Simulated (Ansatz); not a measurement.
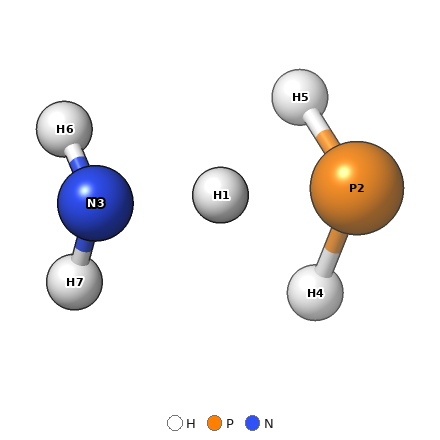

The system is the reacting system H₅NP (fragments H₃P + H₂N where the first distance is long, H₃N + H₂P where the second is long), spin multiplicity 2; the picture shows the reference structure. First axis: distance H1–N3 (bond that forms). Second axis: distance H1–P2 (bond that breaks). Relaxed at each point: all other coordinates. Grid: 9 × 9 points. Points are written as (first, second). Energies are in kJ/mol, from a guessed transition structure relaxed with its forming and breaking bonds held. Method: UKS PBE0-D4/def2-SVP in Ansatz.

Its coordinates:

```yaml
atoms:
  - { symbol: H, position_ang: [-0.0005, -0.1396, 0.8115] }
  - { symbol: P, position_ang: [0.9071, 1.3449, 0.2755] }
  - { symbol: N, position_ang: [-0.7354, -1.2121, 0.5198] }
  - { symbol: H, position_ang: [1.6011, 0.6642, -0.7741] }
  - { symbol: H, position_ang: [-0.1261, 1.7838, -0.6112] }
  - { symbol: H, position_ang: [-1.4948, -0.7835, -0.0233] }
  - { symbol: H, position_ang: [-0.1513, -1.6578, -0.1982] }
```

Range: distance H1–N3 (bond that forms) from 0.918 to 2.118 Å; distance H1–P2 (bond that breaks) from 1.242 to 2.442 Å.

> What will the energy surface look like?

The lowest grid point is at (1.007 Å, 2.442 Å), −85 kJ/mol from a guessed transition structure relaxed with its forming and breaking bonds held. It lies in a valley that leaves the map towards separated partners. The highest grid point, (0.918 Å, 1.242 Å), lies 436 kJ/mol above the lowest.

| second ↓, first → | 0.918 | 1.007 | 1.130 | 1.270 | 1.423 | 1.585 | 1.756 | 1.934 | 2.118 |
| --- | --- | --- | --- | --- | --- | --- | --- | --- | --- |
| 2.442 | −57 | −85 | −67 | −11 | 62 | 136 | 199 | 243 | 271 |
| 2.258 | −50 | −81 | −66 | −13 | 55 | 122 | 176 | 212 | 234 |
| 2.080 | −39 | −72 | −62 | −16 | 44 | 100 | 143 | 170 | 186 |
| 1.909 | −19 | −57 | −54 | −17 | 31 | 74 | 104 | 123 | 133 |
| 1.747 | 13 | −31 | −39 | −15 | 18 | 47 | 66 | 77 | 83 |
| 1.594 | 63 | 11 | −10 | −3 | 13 | 27 | 36 | 41 | 43 |
| 1.454 | 138 | 74 | 39 | 27 | 26 | 26 | 26 | 25 | 25 |
| 1.331 | 242 | 167 | 115 | 84 | 66 | 54 | 46 | 41 | 38 |
| 1.242 | 351 | 266 | 199 | 155 | 124 | 103 | 89 | 81 | 76 |

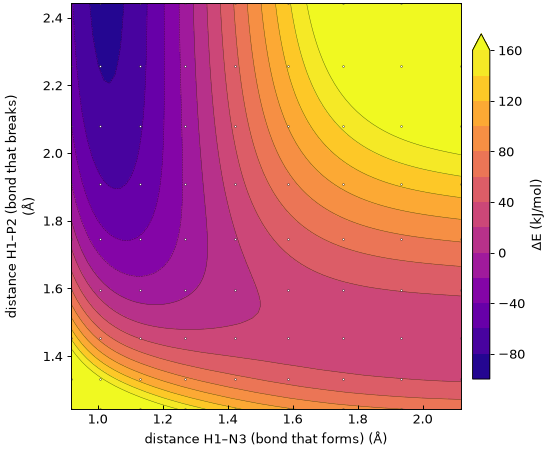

In the figure: filled contours, dots at the grid points, one colour for all values above the top of the scale. Between grid points the surface is interpolated.

The whole map (81 points run) took 18 min on 1 thread of Arm Neoverse V1, on a shared host.
